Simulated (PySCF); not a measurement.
# B₁₂P₁₂H₁₄: electronic excitations

Wanted: electronic excitations for B₁₂P₁₂H₁₄.

Programs: PySCF 2.14.0, with routines of our own; each step states its level. All values are computed. Atoms count from 0.

## (1) The starting structure

38 atoms, charge 0, multiplicity 1; geometry from: GFN2-xTB.

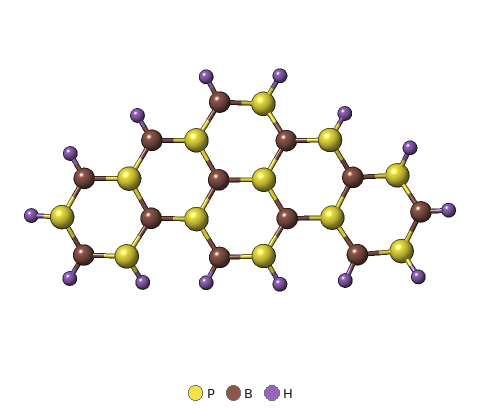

The starting geometry (phosphorus yellow, boron brown, hydrogen purple).

## (2) Electronic excitations: TDA B97-D/6-31G*

What the job is given:

```
{"job": {"kind": "uv", "basis": "6-31G*", "grid": 1, "kgrid": 1, "vcut": 0.3, "nstates": 16, "ntriplets": 2, "tda": true, "delta": [], "pop": false, "xc": "B97-D"}, "charge": 0, "multiplicity": 1}
P      2.682349     2.816419    -0.525589
B      1.180475     3.775842    -0.133193
P     -0.434006     2.913532    -0.036398
B     -0.469553     1.061132     0.048907
P      1.123369     0.126121     0.076158
B      2.722968     1.038798    -0.034889
P      5.911909    -2.472714    -0.416295
B      4.298838    -1.628564    -0.068646
P      2.744576    -2.619916    -0.175080
B      2.860865    -4.442227    -0.147094
P      4.492713    -5.226789    -0.423008
B      5.980299    -4.253921     0.008315
P     -2.065209     0.139855     0.144209
B     -2.043616    -1.689744     0.109935
P     -0.470863    -2.552540     0.397074
B      1.138289    -1.718719     0.096729
B     -2.000868     3.833772     0.113184
P     -3.597494     2.954553     0.300300
B     -3.643653     1.106837     0.173850
B     -5.166758     3.892873     0.160251
P     -6.748661     2.990555     0.261939
B     -6.770474     1.215007    -0.176468
P     -5.290522     0.270795     0.324446
P      4.266921     0.150074     0.498257
H      3.842725     3.455389    -0.141313
H      1.224970     4.944583    -0.076515
H      6.917725    -1.778556     0.227908
H      1.896490    -5.098513    -0.038728
H      4.538865    -6.487632     0.130384
H      6.985354    -4.770737     0.309053
H     -3.041438    -2.298543     0.027729
H     -0.478789    -3.878758     0.027234
H     -1.992917     5.006096     0.095175
H     -5.143360     5.061601     0.085295
H     -7.793247     3.689458    -0.305092
H     -7.745679     0.682659    -0.543655
H     -5.262358    -0.969700    -0.280238
H      5.343059     0.784411    -0.096150
```

With the program's defaults for keys left out, this is: TDA B97-D/6-31G*, vertical, gas phase, core orbitals frozen in the response, virtual orbitals cut by energy.

Command:

```
$ OMP_NUM_THREADS=2 python large_run.py task.json out
```

The driver reads the jobs from task.json and runs them one after another.

Standard output:

```text
start: PBE on a coarse grid of 39377 points
cycle   1  E = -4400.6477100760  dE =  3.763e+00  |g| = 7.199e-01  |ddm| = 7.197e+00
cycle   2  E = -4400.3553218991  dE =  2.924e-01  |g| = 1.109e+00  |ddm| = 3.176e+00
cycle   3  E = -4400.8325729726  dE = -4.773e-01  |g| = 2.113e-01  |ddm| = 2.356e+00
cycle   4  E = -4400.8456690199  dE = -1.310e-02  |g| = 1.120e-01  |ddm| = 5.327e-01
cycle   5  E = -4400.8497591932  dE = -4.090e-03  |g| = 4.632e-02  |ddm| = 2.297e-01
cycle   6  E = -4400.8505219163  dE = -7.627e-04  |g| = 1.531e-02  |ddm| = 9.308e-02
cycle   7  E = -4400.8506027605  dE = -8.084e-05  |g| = 6.125e-03  |ddm| = 3.314e-02
final grid: 161217 points
cycle   8  E = -4402.5367274522  dE = -5.886e-03  |g| = 1.222e-01  |ddm| = 5.263e-01
cycle   9  E = -4402.5279197546  dE =  8.808e-03  |g| = 1.904e-01  |ddm| = 4.842e-01
cycle  10  E = -4402.5410028556  dE = -1.308e-02  |g| = 4.175e-02  |ddm| = 3.549e-01
cycle  11  E = -4402.5415857908  dE = -5.829e-04  |g| = 1.791e-02  |ddm| = 9.875e-02
cycle  12  E = -4402.5417119026  dE = -1.261e-04  |g| = 5.237e-03  |ddm| = 3.634e-02
cycle  13  E = -4402.5417169509  dE = -5.048e-06  |g| = 9.655e-04  |ddm| = 9.587e-03
cycle  14  E = -4402.5417179503  dE = -9.994e-07  |g| = 6.049e-04  |ddm| = 2.603e-03
cycle  15  E = -4402.5417157760  dE =  2.174e-06  |g| = 1.816e-04  |ddm| = 1.205e-03
cycle  16  E = -4402.5417220769  dE = -6.301e-06  |g| = 6.524e-05  |ddm| = 4.144e-04
converged SCF energy = -4402.5417220769

Static polarisability (au): isotropic 546.265, principal 185.487 517.733 935.577

Singlet excitations
state   eV       nm        f      main configurations
  1   2.3726    522.6   0.12233   H->L 0.83, H-1->L+1 0.10
  2   2.5012    495.7   0.01663   H-1->L 0.84
  3   2.6224    472.8   0.02118   H->L+1 0.70, H-1->L+1 0.12
  4   2.6729    463.9   0.01769   H-2->L 0.81
  5   2.8050    442.0   0.11254   H-1->L+1 0.39, H-4->L 0.25, H->L+3 0.13
  6   2.8684    432.2   0.00042   H->L+2 0.52, H-3->L 0.40
  7   2.9238    424.1   0.05210   H-3->L 0.42, H->L+2 0.28
  8   2.9267    423.6   0.01092   H-2->L+1 0.59, H->L+3 0.19
  9   2.9386    421.9   0.04817   H-4->L 0.40, H-1->L+2 0.24, H->L+3 0.16
 10   3.0119    411.6   0.21026   H->L+3 0.20, H-4->L 0.12, H-1->L+1 0.12
 11   3.0624    404.9   0.00821   H-1->L+2 0.53, H-1->L+3 0.09
 12   3.0885    401.4   0.09773   H-1->L+3 0.39, H-5->L 0.11, H-4->L+1 0.11
 13   3.1484    393.8   0.00092   H->L+4 0.49, H-4->L+1 0.13, H-5->L 0.09
 14   3.1851    389.3   0.00537   H-2->L+2 0.32, H-5->L 0.25, H-3->L+1 0.10
 15   3.2271    384.2   0.05930   H-1->L+4 0.28, H-3->L+1 0.24, H-2->L+3 0.17
 16   3.2455    382.0   0.13260   H-5->L 0.21, H-2->L+3 0.12, H-2->L+2 0.12

Triplet excitations (Tamm-Dancoff, eV): 2.1281 2.2487
```

Run time: 57 s. Hardware: 2 threads of Arm Neoverse N1, shared host; peak memory 0.91 GiB.

Frontier orbitals and where they lie:

```tsv
orbital	eV	atoms
HOMO−4	-5.91	P6 22 %, P20 19 %, P8 13 %
HOMO−3	-5.89	P14 24 %, P0 20 %, P4 20 %
HOMO−2	-5.66	P10 20 %, P22 12 %, P6 9 %
HOMO−1	-5.44	P23 18 %, P4 14 %, P2 12 %
HOMO	-5.29	P12 18 %, P8 14 %, P22 12 %
LUMO	-3.09	B15 13 %, B1 13 %, B16 13 %
LUMO+1	-2.81	B19 19 %, B16 17 %, B3 12 %
LUMO+2	-2.51	B13 22 %, B3 12 %, B1 10 %
LUMO+3	-2.48	B9 15 %, B5 11 %, B18 10 %
```

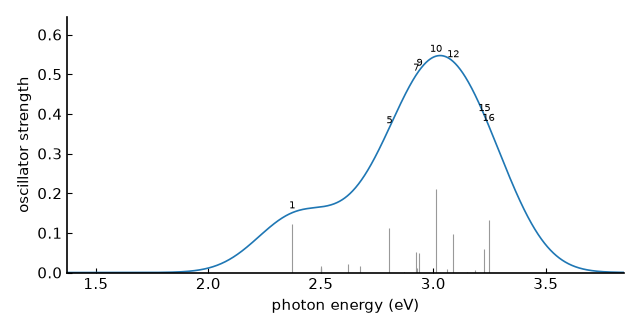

Absorption spectrum from the 16 singlet states computed; above the last one it falls off for lack of states. Lines are broadened to a width of 0.40 eV (Gaussian).

Ground-state properties from the same run:

```tsv
property	computed
dipole moment (D)	0.99
polarisability (Å³)	80.95
HOMO–LUMO gap (eV)	2.20
−ε(HOMO) (eV)	5.29
```

## (3) Electronic excitations: SCAN/6-31G*

The job, as its differences from that of step 2:

```diff
@@ -1,2 +1,2 @@
-{"job": {"kind": "uv", "basis": "6-31G*", "grid": 1, "kgrid": 1, "vcut": 0.3, "nstates": 16, "ntriplets": 2, "tda": true, "delta": [], "pop": false, "xc": "B97-D"}, "charge": 0, "multiplicity": 1}
+{"job": {"kind": "uv", "basis": "6-31G*", "grid": 1, "kgrid": 1, "vcut": null, "nstates": 3, "ntriplets": 2, "tda": true, "delta": ["ip_vertical"], "pop": false, "xc": "SCAN", "scf": {"guess": "1e", "max_cycle": 56}}, "charge": 0, "multiplicity": 1}
 P      2.682349     2.816419    -0.525589
```

Level: SCAN/6-31G*.

Standard output:

```text
NotImplementedError: meta-GGA kernel
```

It took 2 min on 2 threads of Arm Neoverse N1, shared host; peak memory 1.4 GiB.

**What went wrong.** This response code has no terms for the kinetic-energy density, so it refuses meta-GGA functionals here. The remedy is to take a GGA or a hybrid, or another code.

## (4) Electronic excitations: TDA KT2/6-31G*

The job, as its differences from that of step 3:

```diff
@@ -1,2 +1,2 @@
-{"job": {"kind": "uv", "basis": "6-31G*", "grid": 1, "kgrid": 1, "vcut": null, "nstates": 3, "ntriplets": 2, "tda": true, "delta": ["ip_vertical"], "pop": false, "xc": "SCAN", "scf": {"guess": "1e", "max_cycle": 56}}, "charge": 0, "multiplicity": 1}
+{"job": {"kind": "uv", "basis": "6-31G*", "grid": 2, "kgrid": 1, "vcut": 1.5, "nstates": 10, "ntriplets": 0, "tda": true, "delta": ["ip_vertical"], "pop": false, "xc": "KT2"}, "charge": 0, "multiplicity": 1}
 P      2.682349     2.816419    -0.525589
```

Method: TDA KT2/6-31G*, vertical, gas phase, core orbitals frozen in the response, virtual orbitals cut by energy.

Standard output:

```text
start: PBE on a coarse grid of 39377 points
cycle   1  E = -4400.6477100760  dE =  3.763e+00  |g| = 7.199e-01  |ddm| = 7.197e+00
cycle   2  E = -4400.3553218986  dE =  2.924e-01  |g| = 1.109e+00  |ddm| = 3.176e+00
cycle   3  E = -4400.8325729810  dE = -4.773e-01  |g| = 2.113e-01  |ddm| = 2.356e+00
cycle   4  E = -4400.8456688198  dE = -1.310e-02  |g| = 1.120e-01  |ddm| = 5.327e-01
cycle   5  E = -4400.8497592842  dE = -4.090e-03  |g| = 4.632e-02  |ddm| = 2.297e-01
cycle   6  E = -4400.8505227333  dE = -7.634e-04  |g| = 1.531e-02  |ddm| = 9.308e-02
cycle   7  E = -4400.8506030956  dE = -8.036e-05  |g| = 6.125e-03  |ddm| = 3.314e-02
final grid: 322646 points
cycle   8  E = -4443.3939555756  dE = -4.877e-02  |g| = 1.290e-01  |ddm| = 7.703e-01
cycle   9  E = -4443.3879319228  dE =  6.024e-03  |g| = 1.660e-01  |ddm| = 4.061e-01
cycle  10  E = -4443.3974261524  dE = -9.494e-03  |g| = 4.508e-02  |ddm| = 3.163e-01
cycle  11  E = -4443.3980327309  dE = -6.066e-04  |g| = 2.464e-02  |ddm| = 1.214e-01
cycle  12  E = -4443.3982607578  dE = -2.280e-04  |g| = 7.950e-03  |ddm| = 5.137e-02
cycle  13  E = -4443.3982822745  dE = -2.152e-05  |g| = 1.437e-03  |ddm| = 1.505e-02
cycle  14  E = -4443.3982915214  dE = -9.247e-06  |g| = 6.027e-04  |ddm| = 3.357e-03
cycle  15  E = -4443.3982884186  dE =  3.103e-06  |g| = 1.944e-04  |ddm| = 1.307e-03
cycle  16  E = -4443.3982887634  dE = -3.448e-07  |g| = 7.158e-05  |ddm| = 4.173e-04
converged SCF energy = -4443.3982887634
Vertical ionisation energy (delta-SCF) = 6.8846 eV   <S^2> = 0.755

Static polarisability (au): isotropic 574.902, principal 203.633 541.134 979.940

Singlet excitations
state   eV       nm        f      main configurations
  1   2.3206    534.3   0.12264   H->L 0.83, H-1->L+1 0.09
  2   2.4495    506.2   0.01815   H-1->L 0.84
  3   2.5750    481.5   0.02045   H->L+1 0.69, H-1->L+1 0.13
  4   2.6239    472.5   0.01678   H-2->L 0.80
  5   2.7609    449.1   0.11259   H-1->L+1 0.39, H-4->L 0.26, H->L+3 0.12
  6   2.8278    438.4   0.00083   H->L+2 0.55, H-3->L 0.37
  7   2.8816    430.3   0.03506   H-3->L 0.44, H->L+2 0.28
  8   2.8877    429.4   0.00870   H-2->L+1 0.61, H->L+3 0.13
  9   2.8986    427.7   0.06771   H-4->L 0.40, H->L+3 0.22, H-1->L+2 0.19
 10   2.9748    416.8   0.20203   H->L+3 0.22, H-1->L+1 0.11, H-4->L 0.11
```

Wall time 1.8 min (2 threads of Arm Neoverse N1, shared host); peak memory 1.4 GiB.

## (5) Electronic excitations: TDDFT HSE06/3-21G

The job, as its differences from that of step 4:

```diff
@@ -1,2 +1,2 @@
-{"job": {"kind": "uv", "basis": "6-31G*", "grid": 2, "kgrid": 1, "vcut": 1.5, "nstates": 10, "ntriplets": 0, "tda": true, "delta": ["ip_vertical"], "pop": false, "xc": "KT2"}, "charge": 0, "multiplicity": 1}
+{"job": {"kind": "uv", "basis": "3-21G", "grid": 1, "kgrid": 0, "vcut": 2.5, "nstates": 10, "ntriplets": 0, "tda": false, "delta": ["ip_vertical"], "pop": false, "xc": "HSE06", "scf": {"conv": 1e-06}}, "charge": 0, "multiplicity": 1}
 P      2.682349     2.816419    -0.525589
```

With the program's defaults for keys left out, this is: TDDFT HSE06/3-21G, vertical, gas phase, core orbitals frozen in the response, virtual orbitals cut by energy.

Standard output:

```text
final grid: 161217 points
cycle   1  E = -4378.7025375272  dE =  1.897e+00  |g| = 3.398e-01  |ddm| = 7.705e+00
cycle   2  E = -4378.7097866004  dE = -7.249e-03  |g| = 3.235e-01  |ddm| = 1.808e+00
cycle   3  E = -4378.7517881850  dE = -4.200e-02  |g| = 8.529e-02  |ddm| = 1.104e+00
cycle   4  E = -4378.7540133961  dE = -2.225e-03  |g| = 4.612e-02  |ddm| = 2.900e-01
cycle   5  E = -4378.7547849600  dE = -7.716e-04  |g| = 1.357e-02  |ddm| = 1.236e-01
cycle   6  E = -4378.7548644555  dE = -7.950e-05  |g| = 2.163e-03  |ddm| = 3.513e-02
cycle   7  E = -4378.7548653989  dE = -9.434e-07  |g| = 1.150e-03  |ddm| = 7.970e-03
cycle   8  E = -4378.7548687310  dE = -3.332e-06  |g| = 2.510e-04  |ddm| = 3.156e-03
cycle   9  E = -4378.7548647634  dE =  3.968e-06  |g| = 9.523e-05  |ddm| = 7.491e-04
cycle  10  E = -4378.7548673397  dE = -2.576e-06  |g| = 3.488e-05  |ddm| = 2.838e-04
cycle  11  E = -4378.7548696881  dE = -2.348e-06  |g| = 1.240e-05  |ddm| = 1.074e-04
cycle  12  E = -4378.7548685586  dE =  1.129e-06  |g| = 4.612e-06  |ddm| = 5.019e-05
cycle  13  E = -4378.7548681653  dE =  3.934e-07  |g| = 2.671e-06  |ddm| = 1.972e-05
converged SCF energy = -4378.7548681653
Vertical ionisation energy (delta-SCF) = 7.3474 eV   <S^2> = 0.768

Static polarisability (au): isotropic 512.485, principal 169.239 506.451 861.765

Singlet excitations
state   eV       nm        f      main configurations
  1   2.9653    418.1   0.24193   H->L 0.86
  2   3.1034    399.5   0.04626   H-1->L 0.76, H->L+1 0.13
  3   3.3285    372.5   0.05325   H->L+1 0.67, H-2->L 0.14, H-1->L 0.13
  4   3.4121    363.4   0.10548   H-2->L 0.46, H-1->L+1 0.20, H-3->L 0.09
  5   3.4947    354.8   0.13678   H-3->L 0.32, H-2->L 0.27, H->L+2 0.12
  6   3.5233    351.9   0.34048   H-1->L+1 0.40, H->L+3 0.26, H-3->L 0.09
  7   3.6013    344.3   0.08849   H-3->L 0.28, H->L+3 0.13, H-1->L+1 0.12
  8   3.6471    340.0   0.05957   H->L+2 0.48, H-2->L+1 0.15, H->L+3 0.10
  9   3.7045    334.7   0.01079   H-2->L+1 0.27, H-1->L+2 0.25, H->L+2 0.10
 10   3.7819    327.8   0.13197   H-4->L 0.61, H->L+3 0.21
```

Wall time 5.1 min (2 threads of Arm Neoverse N1, shared host); peak memory 1.7 GiB.

## (6) Electronic excitations (B₁₂P₁₂H₁₄ (+2) (quintet)): PBE/cc-pVDZ

The job, as its differences from that of step 5:

```diff
@@ -1,2 +1,2 @@
-{"job": {"kind": "uv", "basis": "3-21G", "grid": 1, "kgrid": 0, "vcut": 2.5, "nstates": 10, "ntriplets": 0, "tda": false, "delta": ["ip_vertical"], "pop": false, "xc": "HSE06", "scf": {"conv": 1e-06}}, "charge": 0, "multiplicity": 1}
+{"job": {"kind": "uv", "basis": "cc-pVDZ", "grid": 1, "kgrid": 0, "vcut": 2.5, "nstates": 1, "ntriplets": 0, "tda": true, "delta": [], "pop": false, "xc": "PBE", "scf": {"max_cycle": 55}}, "charge": 2, "multiplicity": 5}
 P      2.682349     2.816419    -0.525589
```

Level: PBE/cc-pVDZ.

Standard output:

```text
NotImplementedError: this response code serves closed shells only; the SCF ended at -4400.05208171 Eh with <S^2> = 6.0110
```

Run time: 87 s. Hardware: 2 threads of Arm Neoverse N1, shared host; peak memory 1.5 GiB.

**What went wrong.** The input makes an open shell, and this response code serves closed shells alone. The remedy is to restore the closed-shell charge and spin, or use an unrestricted response code.

## (7) Summary of results

```
                                quantity                               value
           lowest singlet (B97-D/6-31G*)         2.37 eV (523 nm), f = 0.122
brightest single state of those computed        state 10, 3.01 eV, f = 0.210
                          lowest triplet                             2.13 eV
                                    runs  2 failed, 0 ended on unsound input
```

In words: The first singlet state (HOMO→LUMO 0.83, HOMO−1→LUMO+1 0.10) lies at 2.37 eV and is bright; of the 16 states computed, the strongest absorption comes from state 10 at 3.01 eV (the last state computed is bright too, and its partners may lie past the list). State 1 absorbs in the visible (523 nm). The lowest triplet lies 0.24 eV below the lowest singlet.
